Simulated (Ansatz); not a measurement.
```xyz
10

Ta   -0.0024   -0.0590   -0.1455
F     1.7561    0.6308   -0.1387
F     0.3979   -0.8773    1.5071
F    -0.0311    0.2509   -2.0067
F    -0.8723    1.4742    0.4532
Cl   -1.8632   -1.4738   -0.3729
N     1.1773   -1.9213   -0.8876
H     1.0765   -2.7177   -0.2563
H     0.8826   -2.2189   -1.8190
H     2.1722   -1.6919   -0.9378
```

Core potentials replace the inner electrons of Ta.

The calculation used RKS PBE0/def2-SVP (Ansatz).

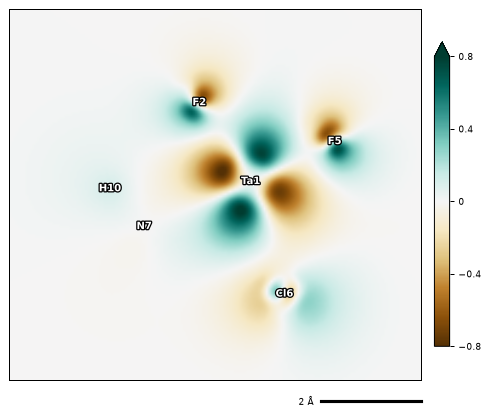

ClF4H3NTa. The LUMO on the plane of atoms F2, Ta1 and Cl6 (values in Å⁻³ᐟ²; the overall sign is arbitrary).

### Where does this orbital lie, and at what energy?

By Hirshfeld shares it lies mainly on Ta1 (about 70 %), Cl6 (about 10 %), F5 (about 10 %) and F2 (about 10 %). Its energy is −2.40 eV.
